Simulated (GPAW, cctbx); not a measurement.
## RbAgI2: deformation density and structure factors from DFT

Aim: compute the bonding part of the density of RbAgI2, find which reflections carry it, and see how it biases an ordinary refinement.

The cell comes from substitution in a known structure type and wasn't matched to any measured phase. All numbers below are calculated.

**1. Relax the structure**

The density hangs on the geometry, so cell and atoms are relaxed first, with the symmetry held. The cutoff is set higher than for the density because stress converges slowly with plane waves.

Settings: GPAW 26.7.0, PBE, 570 eV, 4×4×4 k-points, Fermi–Dirac width 0.05 eV, BFGS to 0.03 eV/Å.

```text
cell
1.0
    -2.388000000    4.136137329    0.000000000
    -4.776000000    0.000000000    0.000000000
    -2.388000000    1.378712443    7.956666667
I Ag Rb
2 1 1
Direct
0.743799998 0.743799998 0.768600006
0.256200002 0.256200002 0.231399994
0.000000000 0.000000000 0.000000000
0.500000000 0.500000000 0.500000000
```

```console
$ OMP_NUM_THREADS=1 mpirun -n 4 gpaw python run.py > gpaw.log
```

```text
BFGS:    0       -9.721123        0.787438
BFGS:    1       -9.738529        0.757954
BFGS:    2       -9.903298        0.329845
BFGS:    3       -9.938024        0.042139
BFGS:    4       -9.938554        0.040458
BFGS:    5       -9.938600        0.037498
BFGS:    6       -9.939161        0.024049
cell  4.7601 4.7601 8.3963  73.53 73.53 60.00
volume 155.684 A^3, largest force 0.012 eV/A, largest stress 0.10 GPa
```

After 6 steps the volume has changed by -1.0 % and the energy by -0.218 eV; the largest stress left is 0.10 GPa. It took 2.4 min on 4 cores of Arm Neoverse V1 (shared host), peak memory 1.5 GiB.

Relaxed structure: R-3m (no. 166), a = 4.7601 Å, b = 4.7601 Å, c = 23.8015 Å, α = 90.00°, β = 90.00°, γ = 120.00°.

```csv
atom,mult.,x,y,z
I1,6,0,0,0.2671
Ag1,3,0,0,0
Rb1,3,1/3,2/3,1/6
```

**2. The all-electron density**

X-rays see the whole electron density, so the PAW density is rebuilt with its core regions. Subtracting spherical free atoms from the same code cancels the cores and leaves the deformation density Δρ, the part due to bonding.

Settings: PBE, 450 eV, 5×5×5 k-points, Fermi–Dirac width 0.05 eV; primitive cell of 4 atoms.

```console
$ OMP_NUM_THREADS=1 mpirun -n 4 gpaw python run.py > gpaw.log
```

```text
|iter:   1|       0s |  -10.111795 | -0.80 |       |
|iter:   2|       2s |  -10.066802 | -2.66 | -1.49 |
|iter:   3|       4s |   -9.925567 | -1.77 | -1.52 |
...
|iter:   7|      12s |   -9.931669c| -6.10 | -3.50 |
|iter:   8|      14s |   -9.931673c| -6.87 | -3.97 |
|iter:   9|      16s |   -9.931673c| -7.98c| -4.59c|
```

```text
gpts.py:43: UserWarning: Initial realspace grid (24,24,42) inconsistent with symmetries.
gpts.py:43: UserWarning: Initial realspace grid (24,24,42) inconsistent with symmetries.
gpts.py:43: UserWarning: Initial realspace grid (24,24,42) inconsistent with symmetries.
gpts.py:43: UserWarning: Initial realspace grid (24,24,42) inconsistent with symmetries.
gpts.py:70: UserWarning: Using symmetrized grid: (42,42,42).
gpts.py:70: UserWarning: Using symmetrized grid: (42,42,42).
gpts.py:70: UserWarning: Using symmetrized grid: (42,42,42).
gpts.py:70: UserWarning: Using symmetrized grid: (42,42,42).
grid (84, 84, 84)  electrons 190.000  moved by bonding 0.550 e
deformation density beyond 0.5 A of the nuclei: max 0.070, min -0.046 e/A^3
atom        x       y       z   Voronoi charge  moment
I 1    0.7329  0.7329  0.8013     -0.205       0.00
I 2    0.2671  0.2671  0.1987     -0.205       0.00
Ag3    0.0000  0.0000  0.0000      0.182       0.00
Rb4    0.5000  0.5000  0.5000      0.228       0.00
mean inner potential of superposed free atoms 12.760 V
total magnetic moment 0.000 muB
```

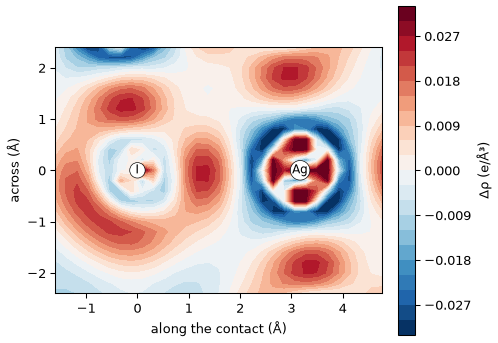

Deformation density in a plane through the shortest contact of the I atom at the origin; red gains electrons, blue loses them.

I gains most (-0.20 e) and Rb loses most (+0.23 e), as electronegativity suggests. Such charges fall far short of formal ones, since overlapping free atoms already put density on their neighbours. Along the shortest contact from the I atom at the map's origin, I–Ag at 3.17 Å, Δρ is +0.02 e/Å³ at the midpoint; the highest value on the line, +0.07, lies at the edge of the range, 0.5 Å from Ag, and is an atomic rather than a bond feature: little piles up between the atoms. Point values carry grid noise of about 0.01 e/Å³. The run needed 9 iterations, 25 s.

**3. From the density to structure factors**

The Fourier components of Δρ, added to those of the free atoms, give the static X-ray structure factors; the Mott–Bethe relation turns them into the Fourier components V of the potential that fast electrons feel.

```text
static structure factors of the conventional cell: F in electrons, V (Mott-Bethe) in volts
   h  k  l      d  |F| table  |F| free   |F| DFT   change   |V| free  |V| DFT  change %
   0  0  3  7.9338   128.119   128.021   128.121    0.100     1.641    1.580     -3.8
   1  0  1  4.0619     1.149     1.285     1.530    0.246     0.453    0.413     -8.8
   0  0  6  3.9669     1.333     1.474     2.438    0.965     0.120    0.029    -76.0
   1  0 -2  3.8953    51.547    51.723    52.547    0.823     1.038    0.915    -11.8
   1  0  4  3.3886   469.542   469.546   469.995    0.449     8.065    8.014     -0.6
   1  0 -5  3.1163   110.028   110.288   110.396    0.108     2.131    2.121     -0.5
   0  0  9  2.6446   185.710   186.082   185.913   -0.169     3.129    3.140      0.4
   1  0  7  2.6231   202.722   202.616   202.114   -0.502     3.007    3.041      1.1
   1  0 -8  2.4125   364.374   364.289   364.040   -0.249     5.450    5.464      0.3
   1  1  0  2.3800   449.561   449.543   449.264   -0.279     6.696    6.712      0.2
   1  1  3  2.2797   103.647   103.463   103.254   -0.210     1.388    1.399      0.8
   1  0 10  2.0612    75.537    75.298    75.575    0.278     1.046    1.034     -1.1
   2  0 -1  2.0535     1.099     1.333     1.434    0.101     0.114    0.110     -3.7
   1  1  6  2.0409     1.507     1.790     1.537   -0.253     0.019    0.029        -
```

The largest X-ray change is +0.96 e on 006, 65.5 % of |F|. For electrons V goes as (Z − F)/g², and among components above 0.1 V the largest relative change is this: |V| of 006 moves by -76.0 % (0.12 to 0.03 V) against +65.5 % in |F|. These compare absolute values; so weak a component may also change sign. The tabulated Hartree–Fock atoms differ from the free DFT atoms by up to 0.37 e, so the choice of reference atom matters too.

**4. The functional ladder**

The same geometry is run with other functionals, to see whether the bonding signal is larger than the spread between approximations. Free atoms are LDA for LDA and PBE otherwise; meta-GGAs and hybrids keep PBE cores. Any other changed setting is in the row's label.

| run | ΔF 006 (e) | ΔF 1 0 -2 (e) | ΔF 107 (e) | q(I) (e) | moved (e) | time |
| --- | --- | --- | --- | --- | --- | --- |
| PBE | +0.965 | +0.823 | -0.502 | -0.205 | 0.550 | 25 s |
| LDA | +0.879 | +0.727 | -0.527 | -0.181 | 0.493 | 23 s |
| r2SCAN | +0.996 | +0.846 | -0.436 | -0.236 | 0.651 | 1.7 min |

At the base's settings ΔF(006) spans +0.879 to +0.996 e, a spread of 12 % of the PBE value; over the three listed reflections the spread is at most 18 %, so sign and size hold across the functionals. Times are from shared hosts.

**5. What a spherical-atom refinement makes of it**

Routine crystallography fits spherical atoms. To see the bias, intensities are simulated from tabulated atoms plus the DFT change ΔF, so that bonding alone can misfit (10142 reflections of the full sphere, merged to the counts below, to 0.4 Å, 1.5 % proportional noise plus counting noise, assumed isotropic U as listed, Δρ smeared by the mean U) and refined with cctbx over different ranges.

```csv
range,data,R1,GooF,U I1 (true 0.0083),U Ag1 (true 0.0087),U Rb1 (true 0.0095),largest shift (Å),"Δρ max, min (e/Å³)"
all data,1015,0.0053,0.93,0.0083,0.0087,0.0095,0.0001,"0.47, -0.47"
"low resolution, d > 0.84",131,0.0034,0.92,0.0082,0.0087,0.0095,0.0001,"0.15, -0.23"
"high order, d < 0.75",836,0.0063,0.92,0.0083,0.0087,0.0095,0.0001,"0.50, -0.36"
"occupancies free, d > 0.7",214,0.0037,0.96,0.0083,0.0088,0.0095,0.0001,"0.20, -0.31"
```

With all data GooF is 0.93, so at this noise the bonding hardly shows; the top residual peak lies 2.60 Å from Rb and 2.76 Å from I. No U is off by more than 3 s.u. at low resolution. With I1 held at 1 and the scale free, the other occupancies refine to Ag1 1.000(0.001) and Rb1 0.999(0.001), within three s.u. of full.

**6. Answer**

Bonding moves 0.55 e in the primitive cell of RbAgI2 and changes the structure factors of the conventional cell in the table above by at most 0.96 e (006, 65.5 %), and among reflections above 2 % of the strongest by up to 1.6 % (1 0 -2). The shortest bond, I–Ag, has Δρ = +0.02 e/Å³ at its midpoint. At the base's settings ΔF(006) spans +0.879 to +0.996 e, a spread of 12 % of the PBE value; over the three listed reflections the spread is at most 18 %, so sign and size hold across the functionals. With all data GooF is 0.93, so at this noise the bonding hardly shows. Limits: static density, frozen cores, no spin–orbit coupling.

[Outputs are excerpts: Python notices, other lines and further rows are left out; steps that failed or that the build refused (PBEsol, TPSS) are not shown.]

[Logs are printed without paths, hosts, clocks, repeated set-up lines and the standing remarks that a program may print on its own settings, such as how far it seeks lower states.]
